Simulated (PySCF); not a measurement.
C3H6SSi, SMILES C#C[SiH2]SC at its GFN2-xTB optimised geometry (Å):

```
11

C      2.3908     1.2469     2.4093
C      2.1006     0.5778     1.4526
Si     1.5416    -0.4197     0.0000
S     -0.6119    -0.4197     0.0000
C     -0.9264     1.3724     0.0000
H      2.6667     1.8247     3.2448
H      1.9011    -1.8210     0.1251
H      2.0026     0.2426    -1.2194
H     -2.0026     1.5034     0.0389
H     -0.5319     1.8145    -0.9100
H     -0.4623     1.8210     0.8732
```

Level of theory: PBE/def2-TZVP (PySCF). Cells within 0.4 Å of a nucleus heavier than hydrogen are left out (blank, or x).

Map of the log10 of the electron density (e/bohr³), floored at −4 on the plane z = 0.0 Å:

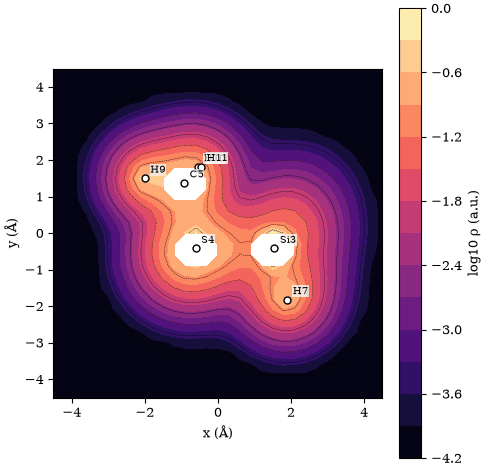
Figure. Log10 of the electron density (e/bohr³), floored at −4 on the plane z = 0.0 Å.
